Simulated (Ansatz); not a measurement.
# C2H6Al (SMILES [CH3][Al][CH3]) at UHF/STO-3G

What is the vertical doublet–quartet gap of C2H6Al at UHF/STO-3G? 

Program for the calculation: Ansatz 0.2.0.

27 further runs of the same task are left out: 27 set aside as unsound or not needed.

### Step 1. Starting point

C2H6Al: 9 atoms, total charge 0, spin state doublet. As SMILES, `[CH3][Al][CH3]`. Geometry: relaxed at PBE0-D4/def2-TZVP.

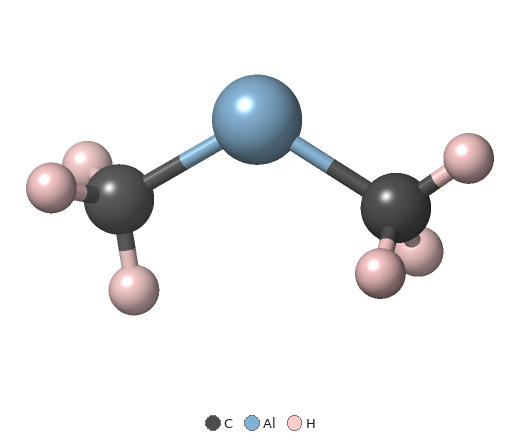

Viewed from a chosen angle; carbon dark grey, aluminium light blue, hydrogen pink.

### Step 2. A single-point energy at UHF/STO-3G

File molecule.yaml:

```yaml
crystal:
  periodic: [false, false, false]
  atoms:
    - {symbol: C, position_ang: [-0.810700, 1.130600, -0.941500]}
    - {symbol: Al, position_ang: [0.731000, 0.705500, 0.211900]}
    - {symbol: C, position_ang: [0.877300, -1.111400, 0.957800]}
    - {symbol: H, position_ang: [-1.467800, 0.264500, -1.069000]}
    - {symbol: H, position_ang: [-0.481900, 1.460900, -1.931900]}
    - {symbol: H, position_ang: [-1.401500, 1.950000, -0.519700]}
    - {symbol: H, position_ang: [0.915300, -1.838200, 0.137400]}
    - {symbol: H, position_ang: [-0.021800, -1.337900, 1.543500]}
    - {symbol: H, position_ang: [1.748700, -1.270300, 1.594400]}
basis:
  gaussian: {orbitals: STO-3G}
magnetization: {spin_polarized: true, initial_magnetization: 1}
hamiltonian: {xc: hf}
accuracy: high
output: {orbitals: {seedname: orbitals}}
```

Launch:

```
$ ansatz run molecule.yaml --threads 1 --pin off --max-ram 3480MiB --events-out events.jsonl --progress --plain --runs-dir runs
```

The log of the run:

```text
Warning: RAYON_NUM_THREADS=1 ignored (pool sized by the plan → 1); use --threads N
Functional definition: HF
  name "HF"
  exchange = exact_x
  correlation = 0
477 factors; integrals over basis functions are off by at most 2.8e-9 eV
mean field evaluation 1: about -8632.4070 eV, gradient 9.8e0 eV
mean field evaluation 2: about -8632.4954 eV, gradient 9.7e0 eV
mean field evaluation 4: about -8633.6829 eV, gradient 1.3e0 eV
mean field evaluation 8: about -8633.7231 eV, gradient 1.8e-2 eV
mean field -8633.72306580 eV, -317.2834705204 hartree, gradient 2.8e-8 eV, S^2 0.753883; 0 other end points of the search recorded, 0 dependent functions left out
reference -8633.72306580 eV, -317.2834705204 hartree; 16, 15 occupied and 9, 10 virtual orbitals, 477 factors
Total energy: -8633.72306580 eV, -317.2834705204 hartree
```

It took 0.18 s on 1 thread of Arm Neoverse V2, shared host.

### Step 3. The quartet at the same level

File job.yaml:

```yaml
basis:
  gaussian: {orbitals: STO-3G}
crystal:
  periodic: [false, false, false]
  atoms:
    - symbol: C
      position_ang: [-0.810700, 1.130600, -0.941500]
    - symbol: Al
      position_ang: [0.731000, 0.705500, 0.211900]
    - symbol: C
      position_ang: [0.877300, -1.111400, 0.957800]
    - symbol: H
      position_ang: [-1.467800, 0.264500, -1.069000]
    - symbol: H
      position_ang: [-0.481900, 1.460900, -1.931900]
    - symbol: H
      position_ang: [-1.401500, 1.950000, -0.519700]
    - symbol: H
      position_ang: [0.915300, -1.838200, 0.137400]
    - symbol: H
      position_ang: [-0.021800, -1.337900, 1.543500]
    - symbol: H
      position_ang: [1.748700, -1.270300, 1.594400]
output: {orbitals: {seedname: orbitals}}
accuracy: high
magnetization: {spin_polarized: true, initial_magnetization: 3}
hamiltonian: {xc: hf}
```

Launch:

```
$ ansatz run job.yaml --threads 1 --pin off --max-ram 3480MiB --events-out events.jsonl --progress --plain --runs-dir runs
```

The log of the run:

```text
Warning: RAYON_NUM_THREADS=1 ignored (pool sized by the plan → 1); use --threads N
Functional definition: HF
  name "HF"
  exchange = exact_x
  correlation = 0
477 factors; integrals over basis functions are off by at most 2.8e-9 eV
mean field evaluation 1: about -8624.9364 eV, gradient 9.4e0 eV
mean field evaluation 2: about -8625.0357 eV, gradient 9.3e0 eV
mean field evaluation 4: about -8626.2952 eV, gradient 1.1e0 eV
mean field evaluation 8: about -8626.3195 eV, gradient 1.2e-2 eV
mean field evaluation 16: about -8626.3195 eV, gradient 1.8e-8 eV
mean field evaluation 32: about -8622.8095 eV, gradient 1.6e1 eV
mean field evaluation 64: about -8626.3194 eV, gradient 9.7e-3 eV
mean field -8626.31947540 eV, -317.0113935918 hartree, gradient 1.8e-8 eV, S^2 3.779066; 1 other end points of the search recorded, 0 dependent functions left out
reference -8626.31947540 eV, -317.0113935918 hartree; 17, 14 occupied and 8, 11 virtual orbitals, 477 factors
Total energy: -8626.31947540 eV, -317.0113935918 hartree
```

Wall time 0.26 s (1 thread of Arm Neoverse V2, shared host).

### Step 4. What came out

At UHF/STO-3G:

| quantity | value |
| --- | --- |
| doublet: total energy | -317.28347 Eh |
| doublet: HOMO energy (highest over α and β) | -4.36 eV |
| doublet: LUMO energy (lowest over α and β) | 7.73 eV |
| doublet: ⟨S²⟩ | 0.754 |
| quartet: total energy | -317.01139 Eh |
| quartet: HOMO energy (highest over α and β) | 0.16 eV |
| quartet: LUMO energy (lowest over α and β) | 1.87 eV |
| quartet: ⟨S²⟩ | 3.779 |
| vertical energy of the quartet above the doublet | 7.404 eV |

**Reading.** At this shape the quartet lies 7.40 eV (171 kcal/mol) above the doublet. In a minimal basis such a difference can be off by several eV, whatever the method.
